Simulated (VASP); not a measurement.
Band structure of SnGe (relaxed from the MnP structure, space group Pnma). Calculation: LDA (Ceperley-Alder, Perdew-Zunger), VASP's LDA PAW potentials (set 64) (plane waves; VASP).

Unless said otherwise, spin-orbit coupling is left out, though it shifts the bands of the heavy elements here.

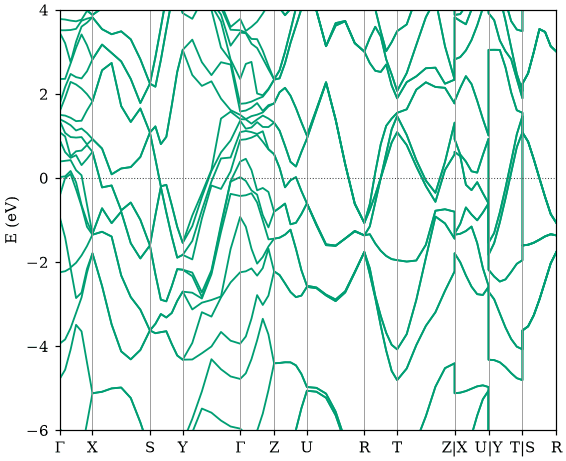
Figure. Bands along high-symmetry lines, zero at the valence-band maximum or, without a gap, the Fermi level

Q: Read the plot: is there a gap, and where are the band edges?

A: It has no gap at this level: it comes out as a metal or semimetal. (Edges off the drawn lines would not show.)

The structure was generated: SnGe was put into the MnP type (Pnma), which need not be its known phase. It was relaxed first, which changed the volume by +10 %.
